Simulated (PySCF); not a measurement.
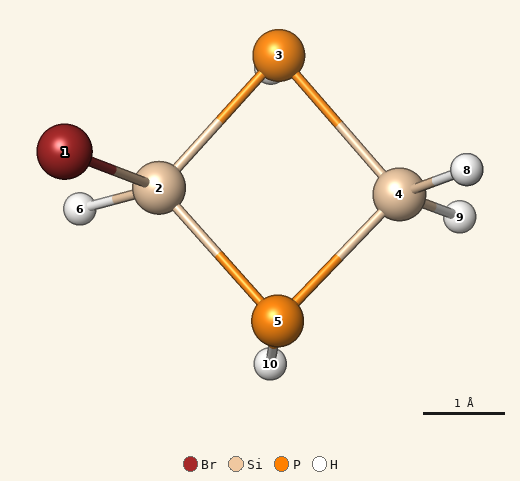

The starting structure (ball-and-stick view, seen at a tilt; atoms are numbered from 1 in the order of the input). Bond lengths as drawn: Br–Si 2.24 Å, H–P 1.36 to 1.37 Å, H–Si 1.45 to 1.46 Å and P–Si 2.26 to 2.32 Å.

**Si₂P₂H₅Br: geometry relaxation**

- system: Si₂P₂H₅Br, SMILES Br[SiH]1P[SiH2]P1
- method: PBE0-D3(BJ)/def2-SVP geometry optimisation, gas phase (PySCF 2.14.0)

The input
```
{"job": {"xc": "PBE0", "basis": "def2-SVP", "d3": "d3bj", "grid": 1, "shake": 0.01, "kind": "geom"}, "charge": 0, "multiplicity": 1}
Br    -0.133420    -3.137980     1.211470
Si    -0.171870    -1.414610    -0.211790
P     -1.670220     0.162550     0.445790
Si     0.252880     1.452830     0.577680
P      1.709730    -0.176990     0.016680
H     -0.397810    -2.002990    -1.523770
H     -1.985150     0.519940    -0.836620
H      0.452780     1.865350     1.959030
H      0.211100     2.562230    -0.353380
H      1.782410     0.148750    -1.306150
```

The first line tells a small driver script what to run in PySCF; the rest is the geometry in Å.

Hardware: 1 CPU thread, shared host.

Launch command:
```bash
OMP_NUM_THREADS=1 python <driver script> task.json out
```

Log
```
step   0  E = -3837.43061935  max force = 0.030134
step   1  E = -3837.43744815  max force = 0.006614
step   2  E = -3837.43794286  max force = 0.001410
step   3  E = -3837.43806821  max force = 0.001118
step   4  E = -3837.43817715  max force = 0.001782
step   5  E = -3837.43836301  max force = 0.001944
step   6  E = -3837.43859793  max force = 0.001869
step   7  E = -3837.43887399  max force = 0.001628
step   8  E = -3837.43918722  max force = 0.001509
step   9  E = -3837.43930315  max force = 0.000898
step  10  E = -3837.43938691  max force = 0.000878
step  11  E = -3837.43943486  max force = 0.000756
step  12  E = -3837.43949896  max force = 0.000860
step  13  E = -3837.43933493  max force = 0.002449
step  14  E = -3837.43942616  max force = 0.002263
step  15  E = -3837.43963187  max force = 0.001251
step  16  E = -3837.43950889  max force = 0.001031
step  17  E = -3837.43957912  max force = 0.000835
step  18  E = -3837.43960571  max force = 0.000410
step  19  E = -3837.43963169  max force = 0.000223
optimisation converged
```

Trajectory as extended XYZ (Å, eV, eV/Å), 11 of the 20 frames kept, from step=0 to step=19
```
10
Properties=species:S:1:pos:R:3:forces:R:3 step=0 energy=-104421.80591
Br   -0.1334   -3.1380    1.2115   -0.0146   0.1114   0.0130
Si   -0.1719   -1.4146   -0.2118    0.0290   0.3291   0.7520
P    -1.6702    0.1626    0.4458    0.2462  -0.2908   1.5329
Si    0.2529    1.4528    0.5777   -0.7190  -1.1986  -0.1980
P     1.7097   -0.1770    0.0167    0.5991  -0.6228   1.4403
H    -0.3978   -2.0030   -1.5238   -0.0863  -0.1716  -0.6788
H    -1.9851    0.5199   -0.8366   -0.2629   0.4130  -1.4346
H     0.4528    1.8654    1.9590    0.1281   0.3133   0.5909
H     0.2111    2.5622   -0.3534    0.0511   0.7166  -0.4680
H     1.7824    0.1487   -1.3061    0.0294   0.4004  -1.5495
10
Properties=species:S:1:pos:R:3:forces:R:3 step=2 energy=-104422.00519
Br   -0.4792   -3.7117    1.4855    0.0059  -0.0247  -0.0093
Si   -0.4935   -2.1088   -0.0598   -0.0281   0.0283   0.0083
P    -2.0700   -0.5649    0.4986   -0.0378   0.0353  -0.0725
Si   -0.1618    0.6940    0.6260    0.0343   0.0324   0.0311
P     1.4160   -0.8834    0.1006    0.0356   0.0359  -0.0579
H    -0.7071   -2.7370   -1.3960    0.0062  -0.0252   0.0130
H    -2.2848   -0.2178   -0.8774    0.0458  -0.0218   0.0435
H     0.0486    1.1986    2.0142   -0.0079  -0.0282   0.0045
H    -0.1631    1.8527   -0.3163   -0.0029  -0.0166  -0.0127
H     1.3877   -0.5575   -1.2966   -0.0510  -0.0153   0.0520
10
Properties=species:S:1:pos:R:3:forces:R:3 step=4 energy=-104422.01157
Br   -0.4801   -3.7069    1.4951   -0.0104   0.0094   0.0155
Si   -0.5008   -2.1059   -0.0527    0.0180  -0.0060   0.0316
P    -2.0711   -0.5430    0.4652   -0.0293  -0.0181   0.0745
Si   -0.1522    0.6950    0.6428   -0.0199  -0.0298  -0.0220
P     1.4111   -0.8779    0.0769    0.0463  -0.0327   0.0559
H    -0.7075   -2.7614   -1.3763   -0.0054   0.0016  -0.0095
H    -2.2146   -0.2085   -0.9163    0.0039   0.0240  -0.0917
H     0.0482    1.1630    2.0437    0.0025  -0.0059   0.0120
H    -0.1454    1.8604   -0.2898    0.0077   0.0276   0.0209
H     1.3051   -0.5502   -1.3098   -0.0132   0.0300  -0.0874
10
Properties=species:S:1:pos:R:3:forces:R:3 step=6 energy=-104422.02302
Br   -0.5010   -3.6219    1.5786   -0.0064   0.0447   0.0286
Si   -0.5166   -2.0982   -0.0445    0.0461  -0.0469  -0.0507
P    -2.0800   -0.4903    0.3444    0.0040  -0.0300   0.0838
Si   -0.1322    0.6681    0.6855   -0.0588  -0.0292  -0.0961
P     1.4044   -0.8696   -0.0260   -0.0233  -0.0442   0.0556
H    -0.7228   -2.8385   -1.3234   -0.0151   0.0148  -0.0107
H    -2.0371   -0.1699   -1.0508   -0.0065   0.0245  -0.0462
H     0.0447    0.9780    2.1319    0.0125  -0.0021   0.0145
H    -0.0846    1.9149   -0.1341    0.0167   0.0510   0.0689
H     1.1178   -0.5080   -1.3827    0.0309   0.0173  -0.0477
10
Properties=species:S:1:pos:R:3:forces:R:3 step=8 energy=-104422.03905
Br   -0.5158   -3.5122    1.6300    0.0129   0.0023   0.0052
Si   -0.5261   -2.0945   -0.0865   -0.0147   0.0273  -0.0776
P    -2.0870   -0.4688    0.2554    0.0255   0.0079  -0.0542
Si   -0.1314    0.6281    0.7186    0.0106   0.0138   0.0017
P     1.3949   -0.8673   -0.1068   -0.0419   0.0241  -0.0338
H    -0.7472   -2.8892   -1.3301    0.0010  -0.0084   0.0112
H    -1.9566   -0.1132   -1.1333   -0.0148  -0.0120   0.0712
H     0.0348    0.7591    2.1948    0.0003  -0.0200   0.0009
H    -0.0397    1.9772    0.0828   -0.0045  -0.0098   0.0086
H     1.0668   -0.4547   -1.4463    0.0256  -0.0253   0.0667
10
Properties=species:S:1:pos:R:3:forces:R:3 step=10 energy=-104422.04449
Br   -0.5097   -3.4627    1.6093    0.0037  -0.0095  -0.0076
Si   -0.5319   -2.0833   -0.1413   -0.0159   0.0214  -0.0098
P    -2.0913   -0.4597    0.2148   -0.0007  -0.0087  -0.0104
Si   -0.1337    0.5955    0.7548    0.0190   0.0066   0.0451
P     1.3893   -0.8600   -0.1417    0.0064  -0.0059  -0.0041
H    -0.7561   -2.8990   -1.3700    0.0048  -0.0058  -0.0002
H    -1.9350   -0.0572   -1.1550   -0.0017   0.0053   0.0032
H     0.0232    0.6046    2.2378   -0.0047  -0.0064   0.0019
H    -0.0254    1.9912    0.2341   -0.0065  -0.0085  -0.0190
H     1.0635   -0.4050   -1.4640   -0.0045   0.0114   0.0009
10
Properties=species:S:1:pos:R:3:forces:R:3 step=11 energy=-104422.04579
Br   -0.5051   -3.4534    1.5814   -0.0030  -0.0065  -0.0144
Si   -0.5345   -2.0758   -0.1723   -0.0033   0.0040   0.0137
P    -2.0927   -0.4558    0.1989   -0.0106  -0.0160   0.0149
Si   -0.1339    0.5762    0.7806    0.0064  -0.0028   0.0389
P     1.3873   -0.8544   -0.1567    0.0196  -0.0211   0.0056
H    -0.7571   -2.8952   -1.3987    0.0029   0.0013  -0.0062
H    -1.9228   -0.0240   -1.1590    0.0048   0.0134  -0.0222
H     0.0160    0.5279    2.2632   -0.0030   0.0056   0.0046
H    -0.0216    1.9882    0.3074   -0.0025  -0.0030  -0.0134
H     1.0571   -0.3692   -1.4659   -0.0113   0.0250  -0.0215
10
Properties=species:S:1:pos:R:3:forces:R:3 step=13 energy=-104422.04307
Br   -0.4768   -3.4995    1.1660   -0.0646   0.0040  -0.0554
Si   -0.5429   -1.9824   -0.4773    0.0996  -0.0876   0.1259
P    -2.0976   -0.4491    0.1411   -0.0301  -0.0573   0.1006
Si   -0.1406    0.3637    1.0291   -0.0855  -0.0634  -0.1043
P     1.3804   -0.7929   -0.2344    0.0312  -0.0599   0.0192
H    -0.7454   -2.7204   -1.7568   -0.0149   0.0529  -0.0399
H    -1.8632    0.2851   -1.0646    0.0394   0.0560  -0.0838
H    -0.0401   -0.0906    2.4428    0.0203   0.0708   0.0436
H    -0.0217    1.8456    0.9065    0.0290   0.0163   0.0626
H     1.0406    0.0049   -1.3736   -0.0245   0.0680  -0.0686
10
Properties=species:S:1:pos:R:3:forces:R:3 step=15 energy=-104422.05115
Br   -0.5310   -3.5671    1.1476    0.0120   0.0150  -0.0112
Si   -0.5359   -2.0020   -0.4431    0.0012  -0.0643   0.0092
P    -2.0930   -0.4668    0.1684   -0.0030   0.0240   0.0006
Si   -0.1396    0.3898    1.0112   -0.0167  -0.0093  -0.0130
P     1.3867   -0.8126   -0.2053    0.0013   0.0165   0.0000
H    -0.7422   -2.6891   -1.7512   -0.0004   0.0319  -0.0158
H    -1.8607    0.2444   -1.0578   -0.0058   0.0006  -0.0016
H    -0.0210    0.0394    2.4545    0.0022   0.0067   0.0065
H    -0.0174    1.8655    0.8209    0.0098   0.0035   0.0224
H     1.0468   -0.0372   -1.3665   -0.0006  -0.0246   0.0030
10
Properties=species:S:1:pos:R:3:forces:R:3 step=17 energy=-104422.04972
Br   -0.5381   -3.5906    1.0360    0.0138   0.0035   0.0089
Si   -0.5360   -1.9787   -0.5060   -0.0070  -0.0430   0.0039
P    -2.0933   -0.4687    0.1648   -0.0017   0.0338  -0.0162
Si   -0.1425    0.3403    1.0599   -0.0055   0.0042  -0.0166
P     1.3864   -0.8046   -0.2102    0.0021   0.0257  -0.0025
H    -0.7385   -2.6181   -1.8387   -0.0007   0.0246  -0.0105
H    -1.8518    0.3053   -1.0221   -0.0075  -0.0137   0.0117
H    -0.0293   -0.0724    2.4872   -0.0009  -0.0054  -0.0010
H    -0.0143    1.8231    0.9399    0.0056  -0.0006   0.0147
H     1.0501    0.0289   -1.3321    0.0018  -0.0291   0.0076
10
Properties=species:S:1:pos:R:3:forces:R:3 step=19 energy=-104422.05115
Br   -0.5322   -3.5804    1.0689   -0.0062  -0.0050  -0.0094
Si   -0.5383   -1.9850   -0.4893   -0.0032   0.0054   0.0084
P    -2.0942   -0.4594    0.1595    0.0082   0.0045   0.0042
Si   -0.1423    0.3515    1.0483    0.0084   0.0114  -0.0034
P     1.3849   -0.8065   -0.2112   -0.0031   0.0056   0.0063
H    -0.7438   -2.6244   -1.8214   -0.0001  -0.0014  -0.0006
H    -1.8485    0.2933   -1.0391   -0.0015  -0.0071  -0.0004
H    -0.0310   -0.0606    2.4762   -0.0020  -0.0110  -0.0027
H    -0.0051    1.8341    0.9351   -0.0021  -0.0013  -0.0011
H     1.0432    0.0019   -1.3483    0.0016  -0.0012  -0.0014
```

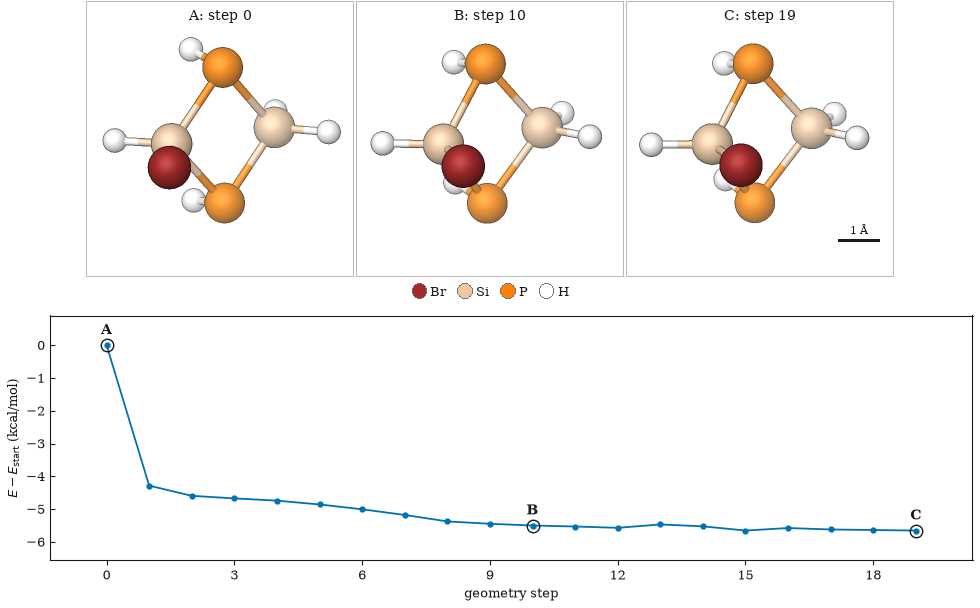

Frames of the relaxation (ball-and-stick view, seen at a tilt) above the curves, on which the letters mark them (steps are counted from 0).

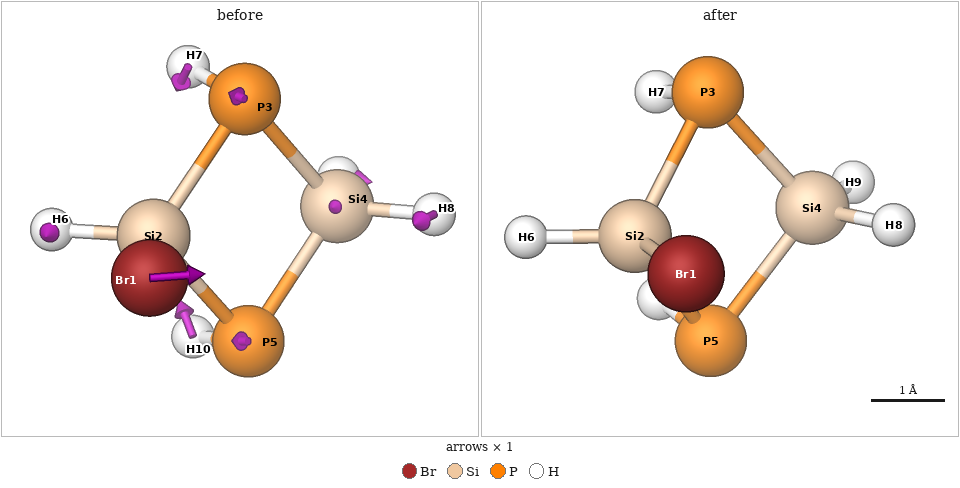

Before (left) and after (right) the relaxation, at one scale (ball-and-stick view, seen at a tilt). The pink arrows give the displacements, at true length. After 19 geometry steps the energy has fallen by 5.66 kcal/mol. The largest force component goes from 1.5 to 0.011 eV/Å. Br1 moves most after the best rigid fit: 0.79 Å. By element the largest moves are Br 0.79 Å, H 0.65 Å, P 0.37 Å, Si 0.20 Å. Distances before and after: P5–H10 1.364 → 1.436 Å, P3–H7 1.368 → 1.437 Å, Si4–H9 1.449 → 1.493 Å, Si4–P5 2.257 → 2.294 Å. Among the angles that change: Si2–P5–Si4 83.3° → 76.4°, Si4–P5–H10 95.9° → 89.6°, Si2–P3–Si4 81.7° → 76.4°. (Atoms are counted from 1 in the order of the input.)

Key numbers

- outcome: converged
- total energy: −3837.439632 hartree
- dipole moment: 2.05 D
- point group: Cs
- wall time: 5 min
- peak memory: 0.52 GiB
